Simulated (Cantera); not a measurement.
A closed system holds: 1 mol C3H6, a varied amount of NH3, held at 2725 K and 0.000210 bar.

Method: chemical equilibrium by Gibbs-energy minimisation in Cantera with the NASA 1993 tables (ideal gas, pure condensed phases). Candidate condensed phases: C, C6H6, C7H8, C8H18; 92 gas species. Kinetics and transport are ignored.

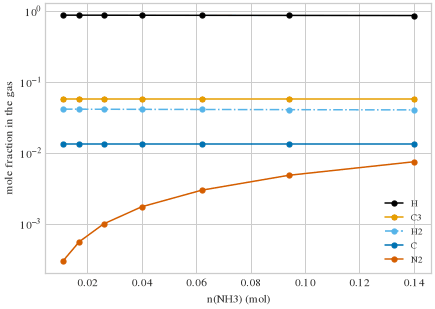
Equilibrium gas composition (values under 1e-9 drawn at 1e-9)

From 0.011 mol NH3 to 0.14 mol NH3 the condensed part is C(graphite). The main C-bearing gas is C3 throughout. The share of C in condensed phases is highest at 0.011 mol NH3 (56.1 %) and lowest at 0.14 mol NH3 (51.8 %).
